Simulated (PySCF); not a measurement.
SMILES O=C(O)[SiH2]c1ccccc1 (C7H8O2Si) at its GFN2-xTB optimised geometry (Å):

```
18

O     -3.3292    -0.8169     0.4059
C     -2.5533    -1.6890     0.7106
O     -2.8547    -2.6039     1.6399
Si    -0.8094    -1.9787    -0.0363
C      0.1411    -0.3498     0.0000
C      1.5350    -0.3498     0.0000
C      2.2489     0.8341     0.0029
C      1.5789     2.0465     0.0037
C      0.1944     2.0662     0.0021
C     -0.5169     0.8796     0.0000
H     -3.7456    -2.4532     2.0037
H     -1.0118    -2.4351    -1.4169
H     -0.1721    -3.0095     0.7840
H      2.0628    -1.2928    -0.0016
H      3.3292     0.8132     0.0043
H      2.1349     2.9728     0.0065
H     -0.3324     3.0095     0.0030
H     -1.5967     0.9031     0.0002
```

Level of theory: PySCF with CAM-B3LYP/def2-SVP. Cells within 0.4 Å of a nucleus heavier than hydrogen are left out (blank, or x).

Map of the Laplacian of the electron density (e/bohr⁵), clipped to [-1.50, 1.50] on the plane z = 0.0 Å:

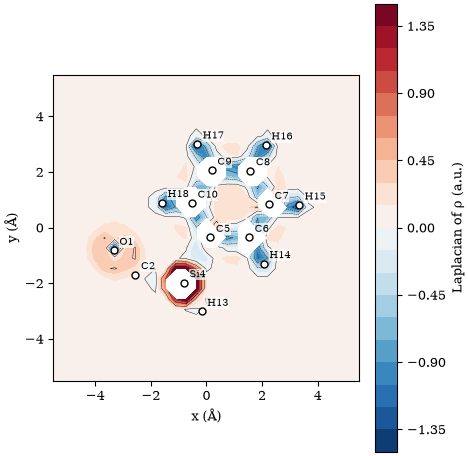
Figure. Laplacian of the electron density (e/bohr⁵), clipped to [-1.50, 1.50] on the plane z = 0.0 Å.
